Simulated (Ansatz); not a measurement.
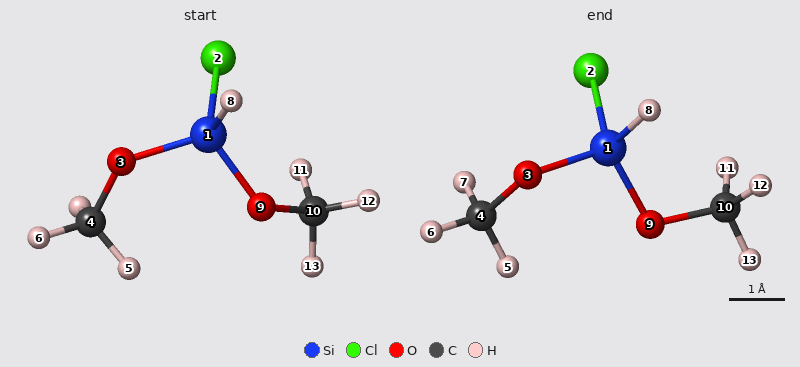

The structure of C2H7ClO2Si before (left) and after (right) a relaxation, at one scale.

Style: ball-and-stick. Shown at a tilt.

The run prepares the start of a later molecular dynamics calculation, from a guessed geometry.

The calculation used RKS revPBE/STO-3G (Ansatz 0.2.0).

The input:
```yaml
crystal:
  periodic: [false, false, false]
  atoms:
    - { symbol: Si, position_ang: [0.0, 0.0, 0.0] }
    - { symbol: Cl, position_ang: [0.0, 0.0, 2.13] }
    - { symbol: O, position_ang: [1.5842, 0.0, -0.5594] }
    - { symbol: C, position_ang: [2.3503, -1.1632, -0.836] }
    - { symbol: H, position_ang: [1.7187, -1.9052, -1.3675] }
    - { symbol: H, position_ang: [3.2179, -0.8926, -1.4733] }
    - { symbol: H, position_ang: [2.7141, -1.6023, 0.1163] }
    - { symbol: H, position_ang: [-0.6877, 1.1914, -0.4862] }
    - { symbol: O, position_ang: [-0.7913, -1.3709, -0.5594] }
    - { symbol: C, position_ang: [-1.5365, -2.2685, 0.2501] }
    - { symbol: H, position_ang: [-1.2251, -2.1576, 1.3097] }
    - { symbol: H, position_ang: [-2.6187, -2.04, 0.1571] }
    - { symbol: H, position_ang: [-1.349, -3.3106, -0.083] }
basis:
  gaussian: { orbitals: STO-3G }
hamiltonian:
  xc: revpbe
relax:
  f_tol: 0.02
  max_steps: 40
```

Command:
```bash
ansatz run input.yaml --threads 1 --pin off --max-ram 2048MiB --backend cpu --events-out ev --progress --plain --runs-dir out
```

What changed between the two?

Answer. Over 12 accepted moves (14 points after the start) the energy falls by 12.7 kcal/mol. The largest force component goes from 2.9 to 0.012 eV/Å. The line search rejected the trial steps at points 8, 11 of the run. H13 moves most after the best rigid fit: 0.72 Å. By element the largest moves are H 0.72 Å, O 0.65 Å, Cl 0.59 Å, Si 0.32 Å, C 0.24 Å. Some distances before and after: O3–C4 1.420 → 1.485 Å, Si1–O9 1.679 → 1.729 Å, Si1–O3 1.680 → 1.716 Å, Si1–Cl2 2.130 → 2.155 Å. Bond angles that change, for instance: Si1–O9–C10 125.0° → 110.8°, Si1–O3–C4 125.0° → 111.8°, H8–Si1–O9 109.5° → 114.7°. Groups turn about Si1–O9 by about 60°, O9–C10 by about 45°, Si1–O3 by about 25°.

Limits of the set-up: STO-3G is a minimal basis, so the numbers are rough.
